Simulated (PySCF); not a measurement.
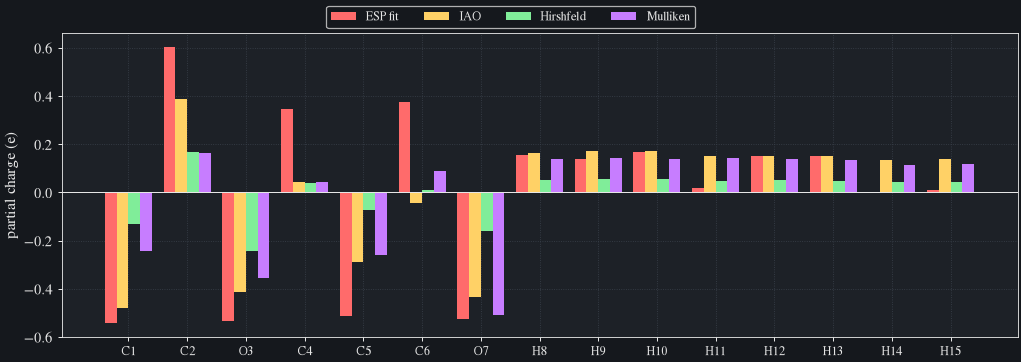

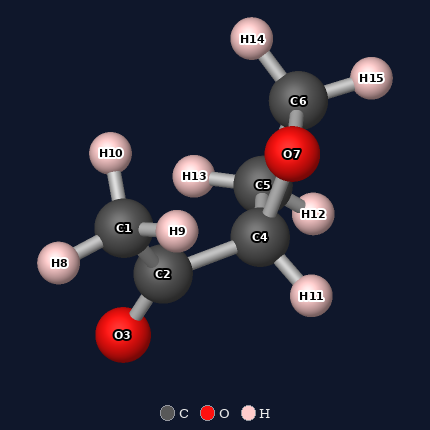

Atomic charges of C₅H₈O₂, SMILES CC(=O)[C@H]1CCO1 by 4 schemes, PBE0/pcSseg-1 with PySCF 2.14.0, at a GFN2-xTB geometry (no frequency check).

**Which atom is the most negative in each scheme?**

ESP fit: C1 (−0.54 e) and O3 (−0.53 e); IAO: C1 (−0.48 e); Hirshfeld: O3 (−0.24 e); Mulliken: O7 (−0.51 e).

**Which scheme gives the smallest charges overall?**

Hirshfeld: mean absolute charge Hirshfeld 0.08, Mulliken 0.18, IAO 0.22, ESP fit 0.28 e.

Caveats: the tight-binding geometry is rougher than a DFT one and adds to the error; one conformer of a flexible molecule.
